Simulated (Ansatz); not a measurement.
# AlBrClF2H: what the fields show

Input file:

```
crystal:
  periodic: [false, false, false]
  atoms:
    - { symbol: Al, position_ang: [-0.551427, -0.70448, -0.720055] }
    - { symbol: Br, position_ang: [1.592677, -1.33064, 0.057901] }
    - { symbol: F, position_ang: [-0.68099, 0.113927, -2.1434] }
    - { symbol: F, position_ang: [-1.88519, -1.232641, 0.088985] }
    - { symbol: H, position_ang: [1.253004, 1.140011, 1.356303] }
    - { symbol: Cl, position_ang: [0.271927, 2.013824, 1.360166] }
basis:
  gaussian: { orbitals: def2-SVP }
hamiltonian:
  xc: b3lyp
relax:
  f_tol: 0.03
  max_steps: 50
output:
  orbitals: {}
```

Run with:

```sh
ansatz run input.yaml --threads 2 --pin off --max-ram 3072MiB --backend cpu --events-out ev --progress --plain --runs-dir out
```

The fields are those of the relaxed geometry.

All numbers below come from RKS B3LYP/def2-SVP in Ansatz.

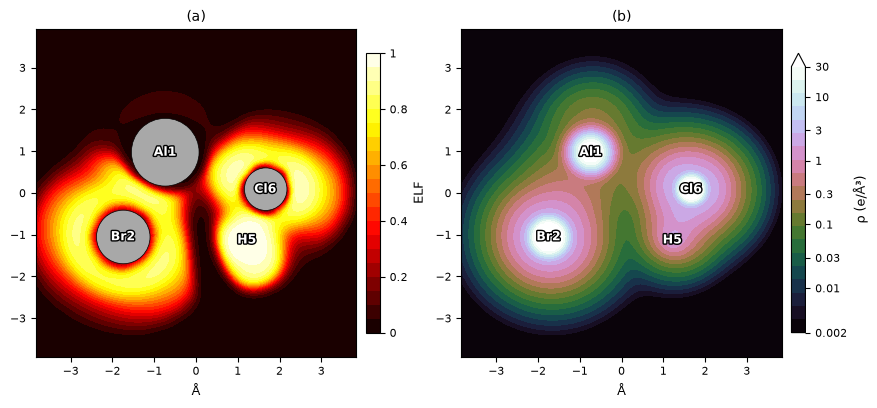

Figure 1. (a) electron localisation function; (b) total electron density on the plane of atoms Al1, Cl6 and H5. Grey discs cover the atomic cores in the ELF map.

Interpret the plot.

Answer.
- Atoms in the plane: Al, Br, H and Cl.
- Al–Br (2.26 Å): ρ is about 0.65 e/Å³ halfway; the ELF peaks at about 0.85 in the valence shell of Br, 1.1 Å from its nucleus, and is about 0.85 at the midpoint.
- Al–Cl (2.56 Å): ρ is about 0.28 e/Å³ halfway, with its minimum of 0.17 e/Å³ about 1.0 Å from Al; the ELF peaks at about 0.90 in the valence shell of Cl, 0.9 Å from its nucleus, and is about 0.75 at the midpoint.
- Cl–H (1.30 Å): ρ at the midpoint is about 1.9 e/Å³; the ELF climbs to about 1 towards the hydrogen, as it does in any bond to H.
- The ELF also peaks beside Br2 and Cl6, away from the bonds: lone-pair regions.

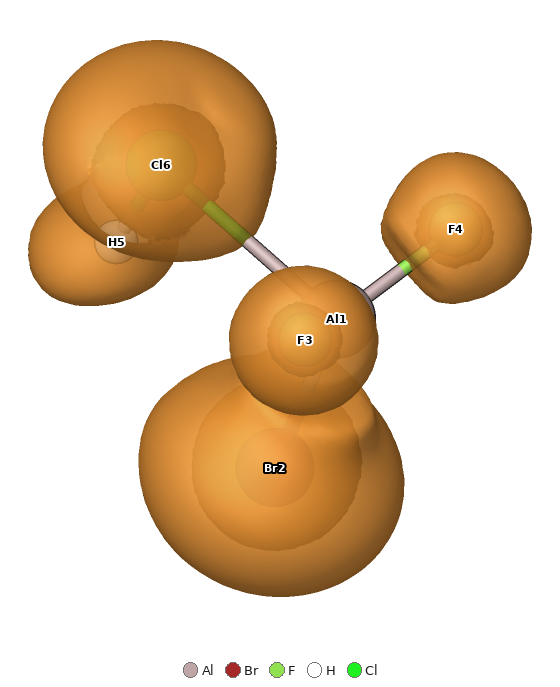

Figure 2. Isosurface of the ELF at 0.75 (orange), seen at an oblique angle. Only the valence region is drawn (cores and ρ < 0.01 e/Å³ removed).

Describe the localisation domains.

Answer. The ELF exceeds this value in one region on Br in which the atom's valence shell and bonds are merged, two regions wrapped around F (the valence shell of each) and one joined region spread over several atoms (Cl, H), in which their bonds and any lone pairs are merged.


Al–F (1.66 Å): the ELF peaks at about 0.85 in the valence shell of F, 0.6 Å from its nucleus, and is about 0.30 at the midpoint.

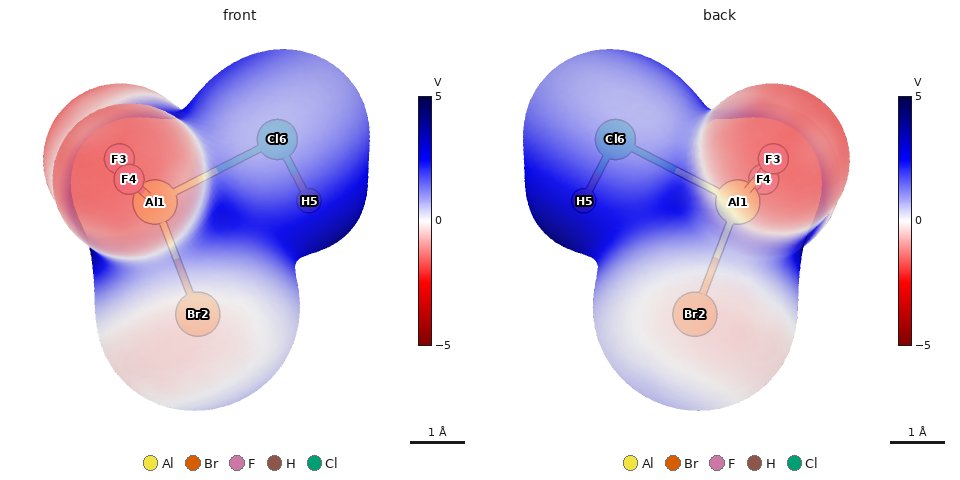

Figure 3. The electrostatic potential painted on the density surface at 0.004 e/bohr³, seen from the front and from behind; red is negative and blue positive.

Which sites attract a positive test charge, and which a negative one?

Answer. A positive charge is drawn to the negative regions and a negative charge to the positive ones. The most negative region (about −1.5 V, or −35 kcal/mol for a unit charge) lies over F3 and F4, the most positive (about +4.7 V, or +108 kcal/mol for a unit charge) over Al1. Br2 shows a σ-hole: about +0.5 V, or +12 kcal/mol for a unit charge at the tip opposite its bond, against about +0.1 V on its flanks.

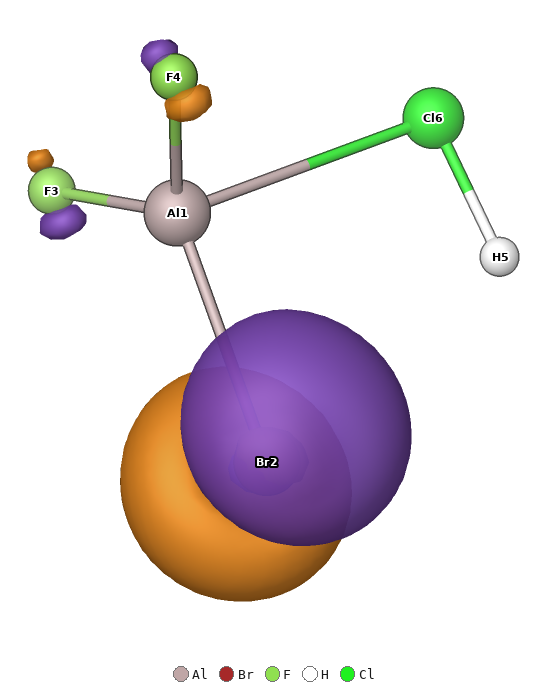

Figure 4. One frontier orbital at ±0.2 Å⁻³ᐟ² (orange and purple are the two phases), seen at a tilt.

Which orbital is it: HOMO or LUMO?

Answer. The HOMO, at −8.38 eV. By Hirshfeld shares it lies mainly on Br2 (about 90 %); largely a lone pair of Br2.
